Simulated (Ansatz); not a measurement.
**Nudged elastic band, with input and output: C3H6GeO (part 1 of 2)**

C3H6GeO, computed with RKS B3LYP-D4/def2-SVP (Ansatz 0.2.0).

One setting was made poor on purpose. It belongs to a series of runs on one base structure; here: band between the two ends.

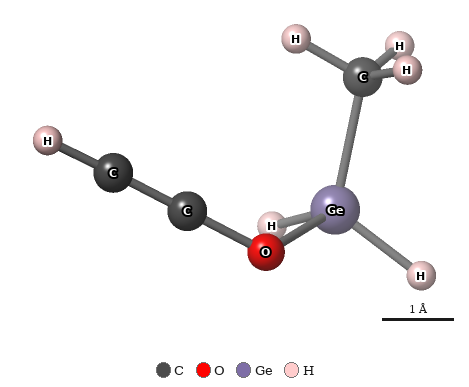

*The input geometry (ball-and-stick view, seen at a tilt). Sticks mark near contacts.*

Bond lengths as drawn: C–C 1.21 Å, C–Ge 1.95 Å, C–H 1.07 to 1.10 Å, C–O 1.29 Å, Ge–H 1.54 Å and Ge–O 1.85 Å.

### Key numbers

```tsv
quantity	value
outcome	converged
barrier, forward	2.553 eV
barrier, backward	0.790 eV
hardware	2 threads of Arm Neoverse V1, 24 GiB of memory available, shared host
wall time	8.3 min (CPU time 16 min)
peak memory	0.3 GiB
```

A deliberately poor setting: loose force. The order of the saddle point was not checked.

### Input
```yaml
crystal:
  periodic: [false, false, false]
  atoms:
    - { symbol: C, position_ang: [-0.065152, 1.741048, 2.122587] }
    - { symbol: C, position_ang: [0.3131, 0.658939, 1.722258] }
    - { symbol: O, position_ang: [0.721878, -0.491935, 1.298338] }
    - { symbol: Ge, position_ang: [-0.097739, -1.269832, -0.164884] }
    - { symbol: C, position_ang: [0.08407, -0.008498, -1.63747] }
    - { symbol: H, position_ang: [-0.385882, 2.691195, 2.498315] }
    - { symbol: H, position_ang: [0.701923, -2.571784, -0.32293] }
    - { symbol: H, position_ang: [-1.559799, -1.517501, 0.254579] }
    - { symbol: H, position_ang: [-0.344999, 0.958815, -1.337807] }
    - { symbol: H, position_ang: [1.145943, 0.131317, -1.885363] }
    - { symbol: H, position_ang: [-0.448041, -0.378865, -2.526923] }
basis:
  gaussian: { orbitals: def2-SVP }
hamiltonian:
  xc: b3lyp
  dispersion: d4
neb:
  order_check: false
  images: 9
  f_tol: 0.5
  max_iterations: 52
  final_atoms:
    - { symbol: C, position_ang: [-0.22542998, 1.58754875, 2.85606582] }
    - { symbol: C, position_ang: [0.0680902, 0.83035667, 1.96290844] }
    - { symbol: O, position_ang: [0.35793465, 0.05214573, 0.94430342] }
    - { symbol: Ge, position_ang: [-1.18010202, -0.92326761, -0.70575504] }
    - { symbol: C, position_ang: [0.0593277, -0.30620081, -2.17525423] }
    - { symbol: H, position_ang: [-0.48434301, 2.25458506, 3.65493069] }
    - { symbol: H, position_ang: [-0.23869913, -2.17891233, -0.29637937] }
    - { symbol: H, position_ang: [0.85432246, -0.73912547, 1.21645648] }
    - { symbol: H, position_ang: [-0.23448304, 0.68126539, -2.56292833] }
    - { symbol: H, position_ang: [1.11727934, -0.27946745, -1.87161104] }
    - { symbol: H, position_ang: [-0.02859519, -1.03602893, -3.00203685] }
  initial_path:
    images:
      - { positions_ang: [[-0.065152, 1.741048, 2.122587], [0.3131, 0.658939, 1.722258], [0.721878, -0.491935, 1.298338], [-0.097739, -1.269832, -0.164884], [0.08407, -0.008498, -1.63747], [-0.385882, 2.691195, 2.498315], [0.701923, -2.571784, -0.32293], [-1.559799, -1.517501, 0.254579], [-0.344999, 0.958815, -1.337807], [1.145943, 0.131317, -1.885363], [-0.448041, -0.378865, -2.526923]] }
      - { positions_ang: [[-0.08184761, 1.72897761, 2.13209571], [0.27086667, 0.65514539, 1.72391205], [0.65968436, -0.51060143, 1.28553628], [-0.12590375, -1.256786, -0.18613568], [0.09025125, -0.00892854, -1.66192394], [-0.39849959, 2.69355669, 2.50403641], [0.6147004, -2.58157058, -0.37519974], [-1.36013166, -1.48411116, 0.39334783], [-0.33311278, 0.97145503, -1.36536608], [1.15942119, 0.11568836, -1.87664465], [-0.43012647, -0.37992637, -2.5529582]] }
      - { positions_ang: [[-0.09854322, 1.71690722, 2.14160443], [0.22863333, 0.65135179, 1.72556611], [0.59749072, -0.52926787, 1.27273457], [-0.15406849, -1.24374, -0.20738736], [0.0964325, -0.00935907, -1.68637789], [-0.41111718, 2.69591837, 2.50975782], [0.5274778, -2.59135717, -0.42746949], [-1.16046432, -1.45072132, 0.53211667], [-0.32122656, 0.98409506, -1.39292516], [1.17289937, 0.10005972, -1.86792631], [-0.41221195, -0.38098773, -2.57899339]] }
      - { positions_ang: [[-0.11523884, 1.70483682, 2.15111314], [0.1864, 0.64755818, 1.72722016], [0.53529708, -0.5479343, 1.25993285], [-0.18223324, -1.230694, -0.22863904], [0.10261375, -0.00978961, -1.71083183], [-0.42373477, 2.69828006, 2.51547923], [0.4402552, -2.60114375, -0.47973923], [-0.96079697, -1.41733148, 0.6708855], [-0.30934034, 0.99673509, -1.42048424], [1.18637756, 0.08443108, -1.85920796], [-0.39429742, -0.3820491, -2.60502859]] }
      - { positions_ang: [[-0.13193445, 1.69276643, 2.16062185], [0.14416667, 0.64376458, 1.72887422], [0.47310344, -0.56660073, 1.24713113], [-0.21039799, -1.217648, -0.24989073], [0.108795, -0.01022014, -1.73528577], [-0.43635237, 2.70064174, 2.52120065], [0.3530326, -2.61093034, -0.53200898], [-0.76112963, -1.38394164, 0.80965434], [-0.29745413, 1.00937512, -1.44804332], [1.19985574, 0.06880245, -1.85048961], [-0.37638289, -0.38311046, -2.63106378]] }
      - { positions_ang: [[-0.14863006, 1.68069604, 2.17013056], [0.10193333, 0.63997097, 1.73052827], [0.4109098, -0.58526716, 1.23432942], [-0.23856273, -1.20460199, -0.27114241], [0.11497625, -0.01065068, -1.75973971], [-0.44896996, 2.70300343, 2.52692206], [0.26580999, -2.62071692, -0.58427872], [-0.56146229, -1.3505518, 0.94842317], [-0.28556791, 1.02201514, -1.4756024], [1.21333393, 0.05317381, -1.84177127], [-0.35846836, -0.38417183, -2.65709898]] }
      - { positions_ang: [[-0.16399004, 1.66206658, 2.30731761], [0.09516471, 0.67804811, 1.7770043], [0.40031477, -0.45778458, 1.17632422], [-0.42687059, -1.14833512, -0.35806493], [0.10384654, -0.06976071, -1.84284262], [-0.45604457, 2.61331975, 2.75252379], [0.16490817, -2.532356, -0.52669885], [-0.27830534, -1.22826653, 1.00202983], [-0.27535093, 0.95386519, -1.69306758], [1.19412301, -0.01335444, -1.84773922], [-0.29249373, -0.51454325, -2.72608655]] }
      - { positions_ang: [[-0.17935003, 1.64343712, 2.44450467], [0.08839608, 0.71612525, 1.82348034], [0.38971974, -0.33030201, 1.11831902], [-0.61517845, -1.09206824, -0.44498746], [0.09271683, -0.12887073, -1.92594552], [-0.46311918, 2.52363608, 2.97812551], [0.06400635, -2.44399509, -0.46911898], [0.00485161, -1.10598127, 1.0556365], [-0.26513396, 0.88571524, -1.91053277], [1.1749121, -0.0798827, -1.85370718], [-0.22651909, -0.64491467, -2.79507413]] }
      - { positions_ang: [[-0.19471001, 1.62480767, 2.58169172], [0.08162745, 0.75420239, 1.86995637], [0.37912471, -0.20281943, 1.06031382], [-0.8034863, -1.03580136, -0.53190998], [0.08158712, -0.18798076, -2.00904842], [-0.47019379, 2.43395241, 3.20372724], [-0.03689548, -2.35563417, -0.41153911], [0.28800856, -0.983696, 1.10924316], [-0.25491699, 0.81756529, -2.12799796], [1.15570118, -0.14641095, -1.85967513], [-0.16054446, -0.77528609, -2.8640617]] }
      - { positions_ang: [[-0.21006999, 1.60617821, 2.71887877], [0.07485883, 0.79227953, 1.91643241], [0.36852968, -0.07533685, 1.00230862], [-0.99179416, -0.97953449, -0.61883251], [0.07045741, -0.24709078, -2.09215133], [-0.4772684, 2.34426873, 3.42932897], [-0.1377973, -2.26727325, -0.35395924], [0.57116551, -0.86141074, 1.16284982], [-0.24470001, 0.74941534, -2.34546315], [1.13649026, -0.2129392, -1.86564308], [-0.09456982, -0.90565751, -2.93304928]] }
      - { positions_ang: [[-0.22542998, 1.58754875, 2.85606582], [0.0680902, 0.83035667, 1.96290844], [0.35793465, 0.05214573, 0.94430342], [-1.18010202, -0.92326761, -0.70575504], [0.0593277, -0.30620081, -2.17525423], [-0.48434301, 2.25458506, 3.65493069], [-0.23869913, -2.17891233, -0.29637937], [0.85432246, -0.73912547, 1.21645648], [-0.23448304, 0.68126539, -2.56292833], [1.11727934, -0.27946745, -1.87161104], [-0.02859519, -1.03602893, -3.00203685]] }
```

Run as:
```bash
ansatz run input.yaml --threads 2 --pin off --max-ram 3072MiB --backend cpu --events-out ev --progress --plain --runs-dir out
```

### The program's output
```
Engine: ansatz 0.2.0, aarch64-unknown-linux-gnu
Functional definition: B3LYP
  parameter a0 = 0.2
  parameter ax = 0.72
  parameter ac = 0.81
  exchange = (1 - a0 - ax)*slater_x + ax*b88_x + a0*exact_x
  correlation = (1 - ac)*vwn_rpa_c + ac*lyp_c
1298 factors; integrals over basis functions are off by at most 3.6e-4 eV
mean field evaluation 1: about -61753.0665 eV, gradient 6.5e1 eV
mean field evaluation 2: about -61747.2781 eV, gradient 7.9e1 eV
mean field evaluation 4: about -61762.3876 eV, gradient 7.1e0 eV
mean field evaluation 8: about -61762.5272 eV, gradient 2.2e-1 eV
mean field evaluation 16: about -61762.5273 eV, gradient 2.6e-5 eV
mean field -61762.52730163 eV, -2269.7310141903 hartree, gradient 2.6e-5 eV, S^2 0.000000; 0 other end points of the search recorded, 0 dependent functions left out
the calculation of the forces begins
reference -61762.52757197 eV, -2269.7310241249 hartree; 32, 32 occupied and 86, 86 virtual orbitals, 1298 factors
1300 factors; integrals over basis functions are off by at most 7.9e-4 eV
mean field evaluation 32: about -61760.7730 eV, gradient 3.0e-5 eV
mean field -61760.77296215 eV, -2269.6665434037 hartree, gradient 3.0e-5 eV, S^2 0.000000; 0 other end points of the search recorded, 0 dependent functions left out
[... from here on the field's lines of each further geometry are left out, up to the last ...]
NEB iter   1: max|band force component| = 1.795e1 eV/Å  barrier→ = 5.5225 eV  barrier← = 3.7600 eV  Δτ_max = 0.2000 Å  (302 SCF iters)
NEB iter   2: max|band force component| = 5.023e0 eV/Å  barrier→ = 3.3908 eV  barrier← = 1.6283 eV  Δτ_max = 0.2000 Å  (305 SCF iters)
NEB iter   3: max|band force component| = 2.080e0 eV/Å  barrier→ = 2.7342 eV  barrier← = 0.9717 eV  Δτ_max = 0.2000 Å  (284 SCF iters)
NEB iter   4: max|band force component| = 1.180e0 eV/Å  barrier→ = 2.5321 eV  barrier← = 0.7696 eV  Δτ_max = 0.1999 Å  (282 SCF iters)
NEB iter   5: max|band force component| = 1.776e0 eV/Å  barrier→ = 2.6735 eV  barrier← = 0.9109 eV  Δτ_max = 0.1017 Å  (277 SCF iters)
NEB iter   6: max|band force component| = 4.402e0 eV/Å  barrier→ = 2.6899 eV  barrier← = 0.9274 eV  Δτ_max = 0.0508 Å  (287 SCF iters)
NEB iter   7: max|band force component| = 6.921e-1 eV/Å  barrier→ = 2.6500 eV  barrier← = 0.8875 eV  Δτ_max = 0.1023 Å  (272 SCF iters)
NEB iter   8: max|band force component| = 9.128e-1 eV/Å  barrier→ = 2.5739 eV  barrier← = 0.8114 eV  Δτ_max = 0.0500 Å  (291 SCF iters)
NEB iter   9: max|band force component| = 9.608e-1 eV/Å  barrier→ = 2.4874 eV  barrier← = 0.7249 eV  Δτ_max = 0.0251 Å  (282 SCF iters)
NEB iter  10: max|band force component| = 7.247e-1 eV/Å  barrier→ = 2.4364 eV  barrier← = 0.6738 eV  Δτ_max = 0.0501 Å  (276 SCF iters)
NEB iter  11: max|band force component| = 7.482e-1 eV/Å  barrier→ = 2.3211 eV  barrier← = 0.5586 eV  Δτ_max = 0.0994 Å  (282 SCF iters)
NEB iter  12: max|band force component| = 9.986e-1 eV/Å  barrier→ = 2.3785 eV  barrier← = 0.6160 eV  Δτ_max = 0.0499 Å  (274 SCF iters)
NEB iter  13: max|band force component| = 8.041e-1 eV/Å  barrier→ = 2.4163 eV  barrier← = 0.6537 eV  CI = image 4  Δτ_max = 0.1011 Å  (282 SCF iters)
NEB iter  14: max|band force component| = 5.606e-1 eV/Å  barrier→ = 2.5228 eV  barrier← = 0.7602 eV  CI = image 4  Δτ_max = 0.1010 Å  (284 SCF iters)
the calculation of the forces begins
reference -61760.76956084 eV, -2269.6664184077 hartree; 32, 32 occupied and 86, 86 virtual orbitals, 1300 factors
1298 factors; integrals over basis functions are off by at most 9.6e-4 eV
mean field evaluation 1216: about -61704.1040 eV, gradient 1.3e2 eV
mean field -61759.99519063 eV, -2269.6379608274 hartree, gradient 1.6e-5 eV, S^2 0.000000; 1 other end points of the search recorded, 0 dependent functions left out
the calculation of the forces begins
reference -61759.99546043 eV, -2269.6379707422 hartree; 32, 32 occupied and 86, 86 virtual orbitals, 1298 factors
NEB iter  15: max|band force component| = 3.829e-1 eV/Å  barrier→ = 2.5525 eV  barrier← = 0.7900 eV  CI = image 4  Δτ_max = 0.0000 Å  (543 SCF iters)
```
